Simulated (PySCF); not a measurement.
# One shape, several levels: H2S (hydrogen sulfide)

Wanted: a comparison of 6 runs (B2PLYP/SBKJC, PBE/SBKJC, SVWN5/SBKJC, UPBE0/SBKJC, NEVPT2(8,6)/SBKJC, CCSD(T)/SBKJC) of H2S (hydrogen sulfide). The job is set up through a Python script.

The results are computed with PySCF 2.14.0.

8 further runs of the same task are left out: 8 set aside as unsound or not needed.

## 1. The structure to begin with

H2S has 3 atoms, charge 0, and is taken as a singlet. SMILES: `S`. The S1–H3 distance was set to 2.012 Å, away from the relaxed value. At this shape a bond of the SMILES string is far longer than usual.

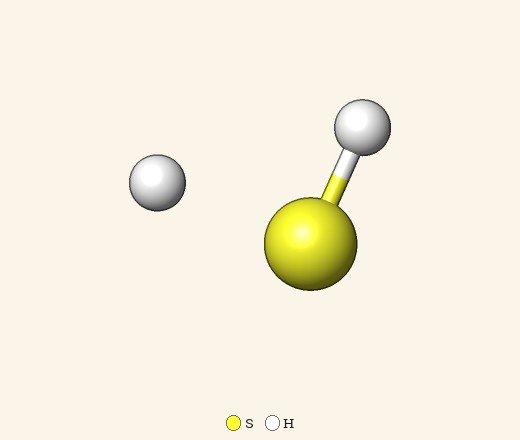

The structure, seen from a chosen angle (sulfur yellow, hydrogen white).

## 2. The energy at B2PLYP/SBKJC (core potential) (run 1)

input.py

```python
from pyscf import gto, dft, mp

system = gto.M(
    atom=[
    ('S', (1.039950, -0.062350, 0.569000)),
    ('H', (0.642350, 1.215950, 0.487500)),
    ('H', (-0.593400, -0.717100, -0.406300)),
],
    ecp={'S': 'sbkjc'},
    max_memory=1860,
    basis='sbkjc',
    verbose=3,
)

mf = dft.RKS(system, xc='0.53*HF + 0.47*B88, 0.73*LYP')
mf.grids.level = 5
mf.conv_tol = 1e-10
mf.kernel()
if not mf.converged:
    mf = mf.newton().run(mf.mo_coeff, mf.mo_occ)

pt = mp.MP2(mf).run()
e_tot = mf.e_tot + 0.27 * pt.e_corr
print('PT2 part  %.8f' % (0.27 * pt.e_corr))
print('E = %.10f Eh' % e_tot)
```

Command:

```sh
$ OMP_NUM_THREADS=1 python input.py
```

The log of the run:

```text
converged SCF energy = -11.1297337556095
E(RMP2) = -11.2156176204603  E_corr = -0.0858838648507151
E(SCS-RMP2) = -11.2254634803402  E_corr = -0.0957297247306656
PT2 part  -0.02318864
E = -11.1529223991 Eh
```

It took 1.2 s on 1 thread of Arm Neoverse V1, shared host; peak memory 0.15 GiB.

## 3. The energy at PBE/SBKJC (core potential) (run 2)

calc.py

```python
from pyscf import gto, dft

mol = gto.M(
    atom=[
    ('S', (1.039950, -0.062350, 0.569000)),
    ('H', (0.642350, 1.215950, 0.487500)),
    ('H', (-0.593400, -0.717100, -0.406300)),
],
    max_memory=1860,
    basis='sbkjc',
    ecp={'S': 'sbkjc'},
    verbose=3,
)

mf = dft.RKS(mol)
mf.xc = 'pbe'
mf.conv_tol = 1e-10
mf.grids.level = 5
mf.kernel()
if not mf.converged:
    mf = mf.newton().run(mf.mo_coeff, mf.mo_occ)

etot = mf.e_tot
print('E = %.10f Eh' % etot)
```

Command:

```sh
$ OMP_NUM_THREADS=1 python calc.py
```

The log of the run:

```text
converged SCF energy = -11.2372214099258
E = -11.2372214099 Eh
```

Run time: 1.2 s. Hardware: 1 thread of Arm Neoverse V1, shared host; peak memory 0.15 GiB.

Runs 3 to 5 aren't shown in full; the table further down has their settings and results.

## 4. The energy at CCSD(T)/SBKJC (core potential) (run 6)

run.py

```python
from pyscf import gto, cc

mol = gto.M(
    atom='''
S        1.039950      -0.062350       0.569000
H        0.642350       1.215950       0.487500
H       -0.593400      -0.717100      -0.406300
''',
    verbose=3,
    ecp={'S': 'sbkjc'},
    basis='sbkjc',
    max_memory=1860,
)

hf = mol.RHF()
hf.conv_tol = 1e-10
hf.kernel()
if not hf.converged:
    hf = hf.newton().run(hf.mo_coeff, hf.mo_occ)

mycc = cc.CCSD(hf)
mycc.kernel()
e_t = mycc.ccsd_t()
energy = mycc.e_tot + e_t
print('Final energy', energy)
```

Command:

```sh
$ OMP_NUM_THREADS=1 python run.py
```

The log of the run:

```text
converged SCF energy = -10.9696245790343
E(CCSD) = -11.06027664931235  E_corr = -0.0906520702780388
CCSD(T) correction = -0.000881510739526891
Final energy -11.06115816005188
```

Run time: 0.8 s. Hardware: 1 thread of Arm Neoverse V1, shared host; peak memory 0.12 GiB.

## 5. All runs side by side

| run | level | frozen core orbitals | follow instability | energy (Eh) | dipole moment (D) of the reference | HOMO energy (eV) | LUMO energy (eV) | wall time |
| --- | --- | --- | --- | --- | --- | --- | --- | --- |
| 1 | B2PLYP/SBKJC (core potential) | 0 | – | -11.152922 | 1.79 | -8.66 | -1.66 | 1.2 s |
| 2 | PBE/SBKJC (core potential) | – | – | -11.237221 | 1.79 | -6.13 | -3.87 | 1.2 s |
| 3 | SVWN5/SBKJC (core potential) | – | – | -11.173532 | 1.92 | -6.14 | -3.85 | 1.1 s |
| 4 | UPBE0/SBKJC (core potential) | – | yes | -11.230255 | 1.84 | -7.47 | -2.97 | 3.6 s |
| 5 | NEVPT2(8,6)/SBKJC (core potential) | – | – | -11.055520 | 1.83 | -10.65 | 0.53 | 1 s |
| 6 | CCSD(T)/SBKJC (core potential) | 0 | – | -11.061158 | 1.83 | -10.65 | 0.53 | 0.8 s |

## 6. Outcome

| quantity | value |
| --- | --- |
| run 6: total energy | -11.06116 Eh |
| run 6: dipole moment (Hartree–Fock density) | 1.83 D |
| run 6: HOMO energy (Hartree–Fock orbitals) | -10.65 eV |
| run 6: LUMO energy (Hartree–Fock orbitals) | 0.53 eV |
| run 6: HOMO–LUMO gap (Hartree–Fock orbitals) | 11.18 eV |
| run 6: correlation energy | -91.5 mEh |
| run 6: (T) correction | -0.88 mEh |
| run 6: T1 diagnostic | 0.014 |

Over runs 1, 2, 3, 4 the dipole moment (its size) runs from 1.79 D (PBE/SBKJC) to 1.92 D (SVWN5/SBKJC). Over runs 1, 2, 3, 4 the HOMO–LUMO gap runs from 2.26 eV (PBE/SBKJC) to 7.00 eV (B2PLYP/SBKJC). A double hybrid's value is that of its SCF part. Totals of different functionals can't be ranked against each other. All runs together took 9.1 s, the longest 3.6 s.
